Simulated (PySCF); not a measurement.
# C2HBrF2 (1-Bromo-2,2-Difluoroethylene): the cost of one run

Computed with PySCF 2.14.0 and routines of our own; the level stands in each step. Atoms count from 0.

## (1) The system as given

6 atoms, charge 0, multiplicity 1; geometry from: GFN2-xTB.

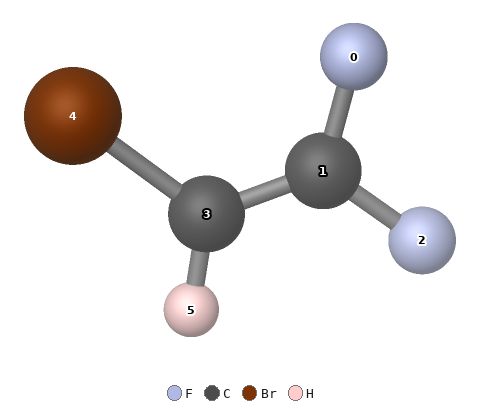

The starting geometry (fluorine light blue, carbon dark grey, bromine brown, hydrogen pink).

## (2) Geometry optimisation at PBE0-D3(BJ)/def2-SVP

Job settings and geometry (Å):

```
{"job": {"xc": "PBE0", "basis": "def2-SVP", "d3": "d3bj", "grid": 1, "maxiter": 30, "shake": 0.01, "kind": "geom"}, "charge": 0, "multiplicity": 1}
F     -0.752080     1.269830     0.871710
C     -0.628520     0.249380     0.071100
F     -1.809940    -0.107920    -0.450800
C      0.541590    -0.371160    -0.202040
Br     2.144570     0.145050     0.530130
H      0.528550    -1.215190    -0.864770
```

The run is started by

```
> OMP_NUM_THREADS=1 python heavy_run.py task.json out
```

The driver reads the jobs from task.json and runs them one after another.

Q: Estimate the wall time and peak memory of this first job on 1 thread of Intel Xeon 6975P-C, shared host.

About 16 s, with a peak of 0.38 GiB.
